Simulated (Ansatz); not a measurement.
# GeH$_{4}$InP: what the fields show

The calculation's input:

```
crystal:
  periodic: [false, false, false]
  atoms:
    - {symbol: Ge, position_ang: [-0.956271, -0.660122, 0.735497]}
    - {symbol: In, position_ang: [-0.980262, -0.954183, -2.359145]}
    - {symbol: P, position_ang: [-0.324560, 1.233421, -0.663979]}
    - {symbol: H, position_ang: [-2.178072, -0.905991, -0.354983]}
    - {symbol: H, position_ang: [-0.055915, -1.578790, -0.307476]}
    - {symbol: H, position_ang: [-1.141255, 2.271966, -0.146073]}
    - {symbol: H, position_ang: [0.919435, 1.618448, -0.100043]}
basis:
  gaussian:
    orbitals: def2-TZVPD
hamiltonian:
  xc: pbe0
output:
  forces: true
  orbitals: {seedname: orbitals}
```

Launched as:

```sh
ansatz run input.yaml --threads 2 --pin off --max-ram 4350MiB --events-out events.jsonl --progress --plain --runs-dir runs
```

Geometry: PBE0-D3(BJ)/def2-SVP; core potentials replace the inner electrons of In.

The calculation used Ansatz, isolated molecule in a Gaussian basis; Kohn-Sham density functional theory, functional PBE0.

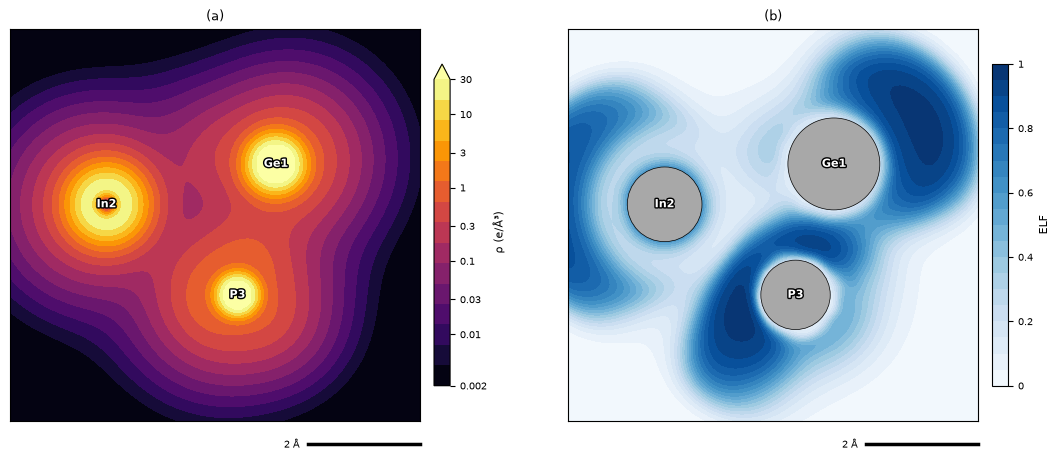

Figure 1. (a) electron density; (b) electron localisation function on the plane of atoms Ge1, P3 and In2. Grey discs cover the atomic cores in the ELF map.

Q: Read the bonding off the picture.

A: The plane passes through Ge, In and P nuclei. Ge–P (2.44 Å): ρ at the midpoint is about 0.54 e/Å³; the ELF peaks at about 0.90 between the atoms, as expected for localised, covalent bonding. In–P (2.84 Å): ρ at the midpoint is about 0.25 e/Å³; the ELF peaks at about 0.90 in the valence shell of P, 1.0 Å from its nucleus, and drops to about 0.15 between the two atoms.

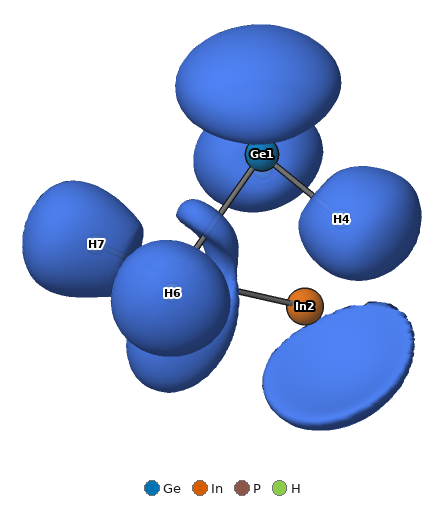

Figure 2. Isosurface of the electron localisation function at 0.8 (blue), seen at a tilt. Core shells and regions of very low density are left out.

Q: Describe the localisation domains.

A: The ELF exceeds this value in four regions around hydrogen nuclei, one region on P in which the atom's valence shell and bonds are merged, one lobe on Ge, pointing away from the bonds (lone pairs) and one lobe on In, pointing away from the bonds (lone pairs).

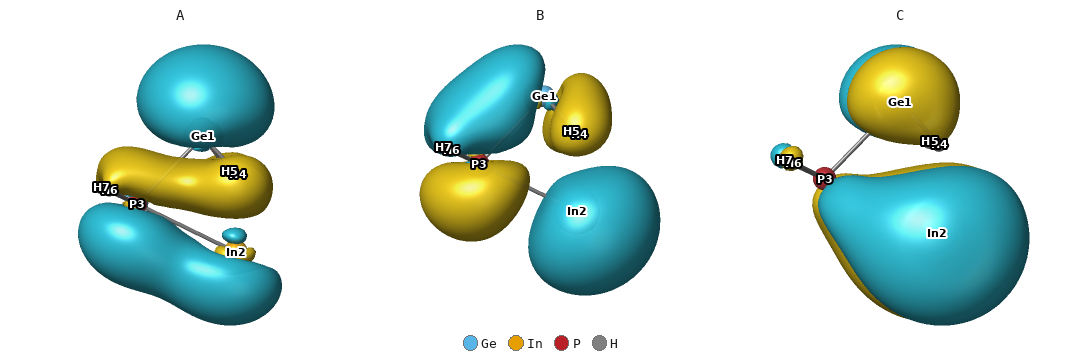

Figure 3. Three frontier orbitals at ±0.06 Å⁻³ᐟ² (yellow and cyan are the two phases), in no order.

Q: Which picture is the HOMO−1, the HOMO and the LUMO?

A: B is the HOMO−1 (−6.82 eV). It lies mainly on In2 (about 40 %), P3 (about 35 %) and Ge1 (about 15 %). A is the HOMO (−6.00 eV). By Hirshfeld shares it lies mainly on Ge1 (about 55 %), P3 (about 20 %) and In2 (about 15 %). C is the LUMO (−1.81 eV). By Hirshfeld shares it lies mainly on In2 (about 75 %), Ge1 (about 15 %) and P3 (about 5 %).

Q: What is the HOMO–LUMO gap?

A: 4.19 eV between the orbital energies.
